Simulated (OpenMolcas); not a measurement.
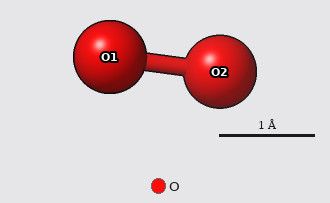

Fig. 1: The input geometry (ball-and-stick view, seen at a tilt; atoms are numbered from 1 in the order of the input).

**Run report: O2, vibrational levels from the curve calculation**

O2, multiplicity 3, computed with CASPT2/6-31G* (OpenMolcas 26.06).

The geometry comes from this level: PBE0-D4/def2-TZVP.

### The input
```
&VIBROT
RoVibrational
Atoms = 0 O 0 O
Potential
1.80280 -149.73460582
1.89351 -149.82324811
1.98421 -149.88218044
2.07303 -149.91879808
2.16374 -149.94052276
2.25444 -149.95082065
2.34515 -149.95298668
2.43397 -149.94957578
2.52467 -149.94221006
2.63806 -149.92944965
2.77223 -149.91151118
2.93097 -149.88883407
3.15584 -149.85771338
3.60560 -149.81041756
4.28212 -149.78518844
5.18352 -149.77734176
6.76144 -149.77641994
Plot=1.80 6.76 0.1
Grid = 199
Range = 1.803 6.761
Vibrations = 3
Rotations = 0 3
Orbital = 0
```

Launched with:
```bash
export MOLCAS_MEM=1860
pymolcas step6.inp > step6.log
```

### Log
```
--- Start Module: vibrot ---

                                              &VIBROT

                       available to each process: 1.9 GB of memory, 1 thread

 Vibration-Rotation spectrum for the OO   molecule.

 Rotational quantum number range   0  3
 Electronic angular momentum       0
 Vibrational quantum number range  0  2
 Mass of atom  16 O    29156.945699 au
 Mass of atom  16 O    29156.945699 au
 Reduced mass          14578.472850 au

 Statistics for numerical integration
 Number of steps           199
 Step length               0.006675
 Radial integration range  1.803000  6.761000 au
 logarithmic range         0.589452  1.911171

 Spectroscopic constants will be computed
 Matrix elements of operators will not be computed

 Potential read from input
       R(au)     E(au)
     1.802800 -149.734606
     1.893510 -149.823248
     1.984210 -149.882180
     2.073030 -149.918798
     2.163740 -149.940523
     2.254440 -149.950821
     2.345150 -149.952987
     2.433970 -149.949576
     2.524670 -149.942210
     2.638060 -149.929450
     2.772230 -149.911511
     2.930970 -149.888834
     3.155840 -149.857713
     3.605600 -149.810418
     4.282120 -149.785188
     5.183520 -149.777342
     6.761440 -149.776420
 A plot file of the potential will be generated
 Generating plot file:VIBPLT0

 Scaling parameter for potential:    1.000000

 extremum points
                        R(au)         Value
 Max point         6.101810   -149.776302
 Min point         2.329052   -149.953079
 Extrapolated value at infinity  -149.777020

 Eigenstates

  Vib. q.n.   Rot. q.n.    Energy
      0           0      0.003529
      1           0      0.010500
      2           0      0.017359
      0           1      0.003541
      1           1      0.010512
      2           1      0.017371
      0           2      0.003567
      1           2      0.010537
      2           2      0.017395
      0           3      0.003604
      1           3      0.010575
      2           3      0.017432

     Rotational constants for vibrational quantum number  0
     B= 1.379731E+00 cm-1     D= 4.632977E-06 cm-1
     Observed and computed term values (cm-1)
       1        2.759440E+00        2.759444E+00       -4.596621E-06
       2        8.278224E+00        8.278221E+00        2.553678E-06
       3        1.655611E+01        1.655611E+01       -5.107356E-07

     Rotational constants for vibrational quantum number  1
     B= 1.364129E+00 cm-1     D= 4.433545E-06 cm-1
     Observed and computed term values (cm-1)
       1        2.728240E+00        2.728240E+00       -2.111040E-10
       2        8.184614E+00        8.184614E+00        1.172786E-10
       3        1.636891E+01        1.636891E+01       -2.342304E-11

     Rotational constants for vibrational quantum number  2
     B= 1.348668E+00 cm-1     D= 4.445757E-06 cm-1
     Observed and computed term values (cm-1)
       1        2.697317E+00        2.697317E+00       -1.542251E-10
       2        8.091845E+00        8.091845E+00        8.569323E-11
       3        1.618337E+01        1.618337E+01       -1.709921E-11

     Rotational constants B(nv) and D(nv) in cm-1
       1        1.379731E+00        4.632977E-06
       2        1.364129E+00        4.433545E-06
       3        1.348668E+00        4.445757E-06

     Spectroscopic constants De= 4.644508E-06 cm-1  Betae=-9.361001E-08 cm-1
     Observed and computed D values
       0        4.632977E-06        4.597703E-06        3.527432E-08
       1        4.433545E-06        4.504093E-06       -7.054863E-08
       2        4.445757E-06        4.410483E-06        3.527432E-08

     Spectroscopic constants Be,Alphae and Gammae
     Be= 1.387585E+00 cm-1    Alphae= 1.574339E-02 cm-1    Gammae= 7.050386E-05
     Observed and computed B values
       0        1.379731E+00        1.379731E+00       -8.881784E-16
       1        1.364129E+00        1.364129E+00       -4.440892E-15
       2        1.348668E+00        1.348668E+00       -3.996803E-15

     Vibrational constants we  = 1.555436E+03 cm-1
                           wexe=-1.293487E+01 cm-1
                           weye= 1.293504E-01 cm-1
     Observed and computed band origins
       0        7.745006E+02        7.745006E+02       -7.503331E-12
       1        2.304487E+03        2.304487E+03       -6.548362E-11
       2        3.809769E+03        3.809769E+03       -3.183231E-11

     Spectroscopic constants for O O

     Range of J-values used in fit  0  3
     Range of v-values used in fit  0  2

     Re(a)                 1.2325
     De(ev)                4.7908
     D0(ev)                4.6948
     we(cm-1)        1.555436E+03
     wexe(cm-1)     -1.293487E+01
     weye(cm-1)      1.293504E-01
     Be(cm-1)        1.387585E+00
     Alphae(cm-1)    1.574339E-02
     Gammae(cm-1)    7.050386E-05
     Dele(cm-1)      4.644508E-06
     Betae(cm-1)    -9.361001E-08

     Max deviation in term values is  1.02E-05 cm(-1)

     Term values(observed and computed) in cm(-1)

 J-value         0                     1                     2                     3

 v-value
     0    774.50    774.50      777.26    777.26      782.78    782.78      791.06    791.06
     1   2304.49   2304.49     2307.22   2307.22     2312.67   2312.67     2320.86   2320.86
     2   3809.77   3809.77     3812.47   3812.47     3817.86   3817.86     3825.95   3825.95

     observed G-values in cm(-1)

     v      G(v)     deltaG(v+1/2)
     0     774.50
                       1529.99
     1    2304.49
                       1505.28
     2    3809.77
--- Stop Module: vibrot /rc=_RC_ALL_IS_WELL_ ---

.##################.
.# Happy landing! #.
.##################.

    Timing: Wall=0.03 User=0.02 System=0.01
```

### Results in brief

| quantity | value |
| --- | --- |
| outcome | converged |
| total energy | −149.953079 hartree |
| hardware | 1 thread of Arm Neoverse V1, 24 GiB of memory available, shared host |
| peak memory | 0.086 GiB |
